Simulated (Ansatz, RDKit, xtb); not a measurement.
# C4H2FNO: which of the isomers drawn lies lowest?, part 2 of 2

A sample of isomers of C4H2FNO is drawn. Aim: find which of them has the lowest free energy at 298.15 K, then its properties. The sample is small against all isomers, and the most stable one of this formula need not be in it.

xtb, Ansatz and PySCF; isolated molecules.

### 6 Ranking at PBE-D3(BJ)/def2-SVP

| label | spin | r2SCAN-D4/def2-SVP (kcal/mol) | PBE-D3(BJ)/def2-SVP, relaxed (kcal/mol) | time |
| --- | --- | --- | --- | --- |
| c588a | singlet | 0.0 | 0.0 | 18 s |
| c064a | singlet | 16.5 | 14.9 | 18 s |
| c329a | singlet | 17.3 | 16.9 | 14 s |

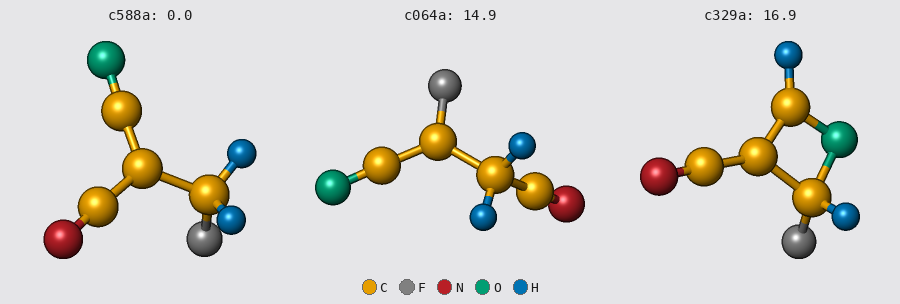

The relaxed structures, with energies at PBE-D3(BJ)/def2-SVP in kcal/mol.

### 7 Are they minima? Harmonic frequencies

The lowest few in one piece go on as finalists. Harmonic vibrations at PBE-D3(BJ)/def2-SVP test each finalist and give the zero-point energy and the thermal terms. The first, c588a:

Input file input.yaml:

```yaml
crystal:
  periodic: [false, false, false]
  atoms:
    - {symbol: C, position_ang: [-0.533491, -0.102046, 0.421767]}
    - {symbol: C, position_ang: [-0.099953, -0.584423, -0.845545]}
    - {symbol: C, position_ang: [-0.729319, -0.160915, -1.956405]}
    - {symbol: C, position_ang: [0.945072, -1.679801, -0.961686]}
    - {symbol: F, position_ang: [0.412167, -2.925103, -0.694660]}
    - {symbol: "N", position_ang: [-0.855163, 0.285949, 1.484281]}
    - {symbol: O, position_ang: [-1.228594, 0.208344, -2.943594]}
    - {symbol: H, position_ang: [1.383018, -1.682170, -1.983033]}
    - {symbol: H, position_ang: [1.750369, -1.470888, -0.225148]}
basis:
  gaussian:
    orbitals: def2-SVP
hamiltonian:
  xc: pbe
  dispersion: d3bj
scf:
  lower_state_search: "off"
phonons: {}
```

Launch:

```bash
$ ansatz run input.yaml --threads 2 --pin off --max-ram 4350MiB --events-out events.jsonl --progress --plain --runs-dir runs
```

The log of the run, shortened:

```text
Warning: RAYON_NUM_THREADS=2 ignored (pool sized by the plan → 2); use --threads N
Functional definition: PBE
  name "PBE"
[...]
1211 factors; their error is unknown
[...]
mean field -10413.30663687 eV, -382.6819605121 hartree, gradient 3.1e-6 eV, S^2 0.000000; 0 other end points of the search recorded, 0 dependent functions left out
[...]
reference -10413.30666051 eV, -382.6819613810 hartree; 25, 25 occupied and 83, 83 virtual orbitals, 1211 factors
[...]
1211 factors; their error is unknown
mean field -10413.30655911 eV, -382.6819576548 hartree, gradient 2.7e-6 eV, S^2 0.000000; 0 other end points of the search recorded, 0 dependent functions left out
[...]
reference -10413.30658275 eV, -382.6819585234 hartree; 25, 25 occupied and 83, 83 virtual orbitals, 1211 factors
[...]
1211 factors; their error is unknown
[...]
Atom 2 at    -0.729319    -0.160915    -1.956405 Å, force    -0.001194    -0.000027     0.000035 eV/Å
Atom 3 at     0.945072    -1.679801    -0.961686 Å, force     0.000714    -0.000196    -0.000155 eV/Å
Atom 4 at     0.412167    -2.925103    -0.694660 Å, force     0.000090     0.000059     0.000138 eV/Å
Atom 5 at    -0.855163     0.285949     1.484281 Å, force     0.000851     0.000046     0.000222 eV/Å
Atom 6 at    -1.228594     0.208344    -2.943594 Å, force     0.000513     0.000335     0.000130 eV/Å
Atom 7 at     1.383018    -1.682170    -1.983033 Å, force    -0.000277     0.000153     0.000715 eV/Å
Atom 8 at     1.750369    -1.470888    -0.225148 Å, force    -0.000489    -0.000039    -0.000624 eV/Å
Dipole moment:     0.381883    -0.052074    -0.651138 e Å
Vibrations: 70.76 117.92 157.90 215.66 395.46 492.74 510.72 628.02 645.35 746.26 958.70 1049.83 1189.84 1219.64 1347.96 1370.38 1420.86 2208.19 2267.72 2976.90 3040.28 cm⁻¹, zero-point energy 1.427745 eV
Checks for a lower state left out: stability, starts, cluster_reference, orbital_swaps, neighbouring_geometries, increment
```

It took 62 s on 2 threads of Intel Xeon at 2.70GHz, shared host.

### 8 Zero-point energy and free-energy terms

At 298.15 K and 1 atm, ideal gas, rigid rotor and harmonic oscillator:

| label | SMILES | spin | point group | lowest mode (cm⁻¹) | zero-point (kcal/mol) | G − E (kcal/mol) |
| --- | --- | --- | --- | --- | --- | --- |
| c588a | N#CC(=C=O)CF | singlet | C1 | 71 | 32.9 | 12.6 |
| c064a | N#CCC(F)=C=O | singlet | C1 | 57 | 32.0 | 11.6 |
| c329a | N#CC1=CO[C@@H]1F | singlet | C1 | 129 | 33.3 | 14.1 |

Chiral structures get −RT ln 2 for their mirror image.

### 9 Last filter: a higher level

Each finalist gets a single point at CCSD(T)/def2-SVP + MP2/def2-TZVPP - MP2/def2-SVP.

c588a, CCSD(T)/def2-SVP:

input.yaml, as its differences from that of step 7:

```diff
@@ -8,3 +8,3 @@
     - {symbol: F, position_ang: [0.412167, -2.925103, -0.694660]}
-    - {symbol: "N", position_ang: [-0.855163, 0.285949, 1.484281]}
+    - {symbol: N, position_ang: [-0.855163, 0.285949, 1.484281]}
     - {symbol: O, position_ang: [-1.228594, 0.208344, -2.943594]}
@@ -15,7 +15,5 @@
     orbitals: def2-SVP
-hamiltonian:
-  xc: pbe
-  dispersion: d3bj
-scf:
-  lower_state_search: "off"
-phonons: {}
+correlation:
+  method: ccsd_t
+  frozen_orbitals: {O: 1, C: 1, H: 0, "N": 1, F: 1}
+total_charge: 0
```

Launch:

```bash
$ ansatz run input.yaml --threads 2 --pin off --max-ram 4350MiB --events-out events.jsonl --progress --plain --runs-dir runs
```

The log of the run, shortened:

```text
Warning: RAYON_NUM_THREADS=2 ignored (pool sized by the plan → 2); use --threads N
Functional definition: HF
  name "HF"
[...]
1087 factors; integrals over basis functions are off by at most 1.1e-3 eV
[...]
mean field -10368.29717847 eV, -381.0278934245 hartree, gradient 2.8e-6 eV, S^2 0.000000; 0 other end points of the search recorded, 0 dependent functions left out
7 core orbitals not correlated: weight in the atoms' cores, before any rotation towards them, 1.000 or more for the frozen orbitals, at most 0.000 for the correlated occupied ones
reference -10368.29717847 eV, -381.0278934245 hartree; 18, 18 occupied and 83, 83 virtual orbitals, 1087 factors
second order -28.03778963 eV of doubles, -0.00000000 eV of singles
cycle   1  -27.42856228 eV  change    6.1e-1 eV  update   1.6e-1
[...]
cycle  12  -28.53384893 eV  change   -7.7e-6 eV  update   1.3e-5
perturbative correction -1.09262674 eV, -0.0401532920 hartree
Total energy: -10397.92365414 eV, -382.1166463237 hartree
```

Wall time 17 s (2 threads of Intel Xeon at 2.70GHz, shared host).

### 10 c588a at MP2/def2-TZVPP

input.yaml, as its differences from that of step 9:

```diff
@@ -13,7 +13,4 @@
 basis:
-  gaussian:
-    orbitals: def2-SVP
-correlation:
-  method: ccsd_t
-  frozen_orbitals: {O: 1, C: 1, H: 0, "N": 1, F: 1}
+  gaussian: {orbitals: def2-TZVPP}
 total_charge: 0
+correlation: {method: mp2, frozen_orbitals: {O: 1, C: 1, H: 0, "N": 1, F: 1}}
```

Launch:

```bash
$ ansatz run input.yaml --threads 2 --pin off --max-ram 4350MiB --events-out events.jsonl --progress --plain --runs-dir runs
```

The log of the run:

```text
Warning: RAYON_NUM_THREADS=2 ignored (pool sized by the plan → 2); use --threads N
[... 2 set-up lines as earlier in the session ...]
  exchange = exact_x
  correlation = 0
1554 factors; integrals over basis functions are off by at most 9.2e-4 eV
mean field evaluation 1: about -10374.9423 eV, gradient 4.7e1 eV
mean field evaluation 2: about -10375.3505 eV, gradient 4.7e1 eV
mean field evaluation 4: about -10380.4973 eV, gradient 6.8e0 eV
mean field evaluation 8: about -10380.6672 eV, gradient 6.9e-1 eV
mean field evaluation 16: about -10380.6713 eV, gradient 2.1e-6 eV
mean field -10380.67129792 eV, -381.4826339269 hartree, gradient 2.0e-6 eV, S^2 0.000000; 0 other end points of the search recorded, 0 dependent functions left out
7 core orbitals not correlated: weight in the atoms' cores, before any rotation towards them, 1.000 or more for the frozen orbitals, at most 0.000 for the correlated occupied ones
reference -10380.67129792 eV, -381.4826339269 hartree; 18, 18 occupied and 220, 220 virtual orbitals, 1554 factors
second order -34.76612884 eV of doubles, -0.00000000 eV of singles
Total energy: -10415.43742676 eV, -382.7602655963 hartree
```

Run time: 9 s. Hardware: 2 threads of Intel Xeon at 2.70GHz, shared host.

### 11 c064a at CCSD(T)/def2-SVP

Input file input.yaml:

```yaml
crystal:
  periodic: [false, false, false]
  atoms:
    - {symbol: C, position_ang: [-0.128461, 0.151111, -0.552546]}
    - {symbol: C, position_ang: [0.846970, -0.929445, -0.756880]}
    - {symbol: C, position_ang: [1.307472, -1.567611, 0.521300]}
    - {symbol: C, position_ang: [1.030320, -2.834541, 0.849222]}
    - {symbol: F, position_ang: [2.000583, -0.785179, 1.386546]}
    - {symbol: N, position_ang: [-0.901644, 1.013400, -0.382523]}
    - {symbol: O, position_ang: [0.788580, -3.959842, 1.098771]}
    - {symbol: H, position_ang: [0.400913, -1.696847, -1.424312]}
    - {symbol: H, position_ang: [1.724441, -0.512807, -1.302591]}
basis:
  gaussian:
    orbitals: def2-SVP
correlation:
  method: ccsd_t
  frozen_orbitals: {O: 1, C: 1, H: 0, "N": 1, F: 1}
```

Launch:

```bash
$ ansatz run input.yaml --threads 2 --pin off --max-ram 4350MiB --events-out events.jsonl --progress --plain --runs-dir runs
```

The log of the run, shortened:

```text
Warning: RAYON_NUM_THREADS=2 ignored (pool sized by the plan → 2); use --threads N
[... 2 set-up lines as earlier in the session ...]
[...]
1086 factors; integrals over basis functions are off by at most 1.1e-3 eV
[...]
mean field -10367.56908895 eV, -381.0011366281 hartree, gradient 2.4e-6 eV, S^2 0.000000; 0 other end points of the search recorded, 0 dependent functions left out
7 core orbitals not correlated: weight in the atoms' cores, before any rotation towards them, 1.000 or more for the frozen orbitals, at most 0.000 for the correlated occupied ones
reference -10367.56908895 eV, -381.0011366281 hartree; 18, 18 occupied and 83, 83 virtual orbitals, 1086 factors
second order -28.02179346 eV of doubles, -0.00000000 eV of singles
cycle   1  -27.51873491 eV  change    5.0e-1 eV  update   1.5e-1
[...]
cycle  10  -28.61883745 eV  change   -2.7e-5 eV  update   2.7e-5
perturbative correction -1.07862830 eV, -0.0396388590 hartree
Total energy: -10397.26655470 eV, -382.0924983649 hartree
```

Run time: 15 s. Hardware: 2 threads of Intel Xeon at 2.70GHz, shared host.

For c329a the log finds that unrestricted Hartree-Fock orbitals lie lower, a sign to watch the closed-shell reference there.

### 12 Free energies and the winner

Energies in kcal/mol from c588a; G adds the thermal terms to the CCSD(T)/def2-SVP + MP2/def2-TZVPP - MP2/def2-SVP energy. The columns left of the relaxed level are at the tight-binding geometries.

| label | SMILES | spin | GFN2-xTB | HF/STO-3G | r2SCAN-D4/def2-SVP | PBE-D3(BJ)/def2-SVP | HF/def2-SVP | MP2/def2-SVP | CCSD(T)/def2-SVP + MP2/def2-TZVPP - MP2/def2-SVP | G | share at equilibrium | T1 |
| --- | --- | --- | --- | --- | --- | --- | --- | --- | --- | --- | --- | --- |
| c588a | N#CC(=C=O)CF | singlet | 0.0 | 0.0 | 0.0 | 0.0 | 0.0 | 0.0 | 0.0 | 0.0 | 100.0 % | 0.016 |
| c064a | N#CCC(F)=C=O | singlet | 11.9 | 9.2 | 16.5 | 14.9 | 16.8 | 17.2 | 15.2 | 14.2 | < 0.1 % | 0.016 |
| c329a | N#CC1=CO[C@@H]1F | singlet | 14.4 | -1.5 | 17.3 | 16.9 | 23.9 | 23.5 | 18.8 | 20.3 | < 0.1 % | 0.016 |

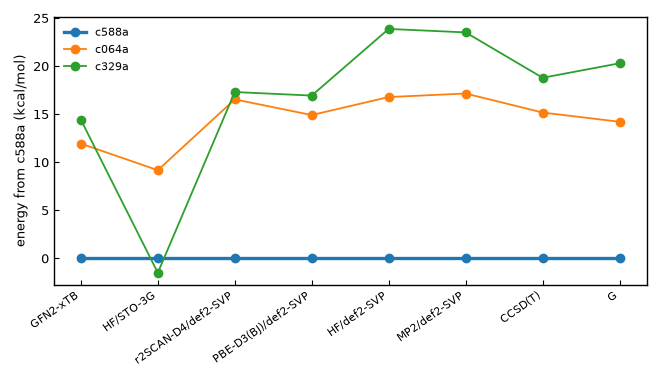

The finalists at each level, measured from c588a.

Lowest found: c588a, `N#CC(=C=O)CF`, a singlet of point group C1. Bond lengths: C1–C2 1.424 Å, C2–C3 1.345 Å, C2–C4 1.518 Å, C4–F5 1.381 Å, C1–N6 1.176 Å, C3–O7 1.166 Å, C4–H8 1.111 Å, C4–H9 1.111 Å. Some angles: C1–C2–C3 119.1°, C1–C2–C4 121.5°, C3–C2–C4 119.1°, C2–C1–N6 178.0°, C2–C3–O7 177.4°, C2–C4–F5 111.7°, C2–C4–H8 110.1°, C2–C4–H9 108.2°, F5–C4–H8 109.1°, F5–C4–H9 108.7°.

```xyz
9

C    -0.5335   -0.1020    0.4218
C    -0.1000   -0.5844   -0.8455
C    -0.7293   -0.1609   -1.9564
C     0.9451   -1.6798   -0.9617
F     0.4122   -2.9251   -0.6947
N    -0.8552    0.2859    1.4843
O    -1.2286    0.2083   -2.9436
H     1.3830   -1.6822   -1.9830
H     1.7504   -1.4709   -0.2251
```

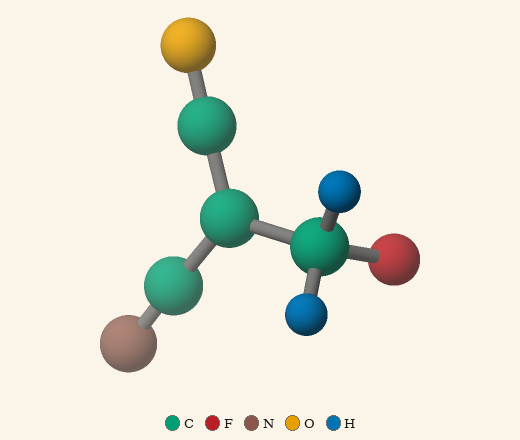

The lowest structure found, seen from a chosen angle (carbon teal, fluorine red, nitrogen brown, oxygen amber, hydrogen blue).

### 13 Results

What follows sums up all 2 parts.

| quantity | value |
| --- | --- |
| lowest structure found | N#CC(=C=O)CF, singlet, C1 |
| next finalist | N#CCC(F)=C=O, singlet, 14.2 kcal/mol higher in G |
| share at equilibrium, among the finalists | 100.0 % |
| funnel | 5 starts, 5 minima at GFN2-xTB, 8 screening runs, 3 relaxed, 3 ranked |
| CPU time of all runs | 10 min |
| harmonic wavenumbers, lowest and highest (PBE-D3(BJ)/def2-SVP) | 71 and 3040 cm⁻¹ |
| rotational constants, same geometry | 0.08928, 0.0824, 0.04602 cm⁻¹ |

What this shows: The search ends on `N#CC(=C=O)CF`. Among the finalists first place is clear (14.2 kcal/mol); structures outside the list aren't covered. GFN2-xTB, r2SCAN-D4/def2-SVP, PBE-D3(BJ)/def2-SVP, HF/def2-SVP and MP2/def2-SVP already put its bonding pattern lowest among the structures in one piece; HF/STO-3G favours the singlet N#CC1=CO[C@@H]1F. The largest share of the time went into the vibrations (57 %). The search is not exhaustive (a finite list of starts, one conformer a finalist), so a lower isomer can't be ruled out. Only 5 drawn patterns were tried, so whole families of isomers are missing, and the result ranks this sample alone. The lowest isomer need not be the one that is made and kept in a bottle, which depends on barriers.
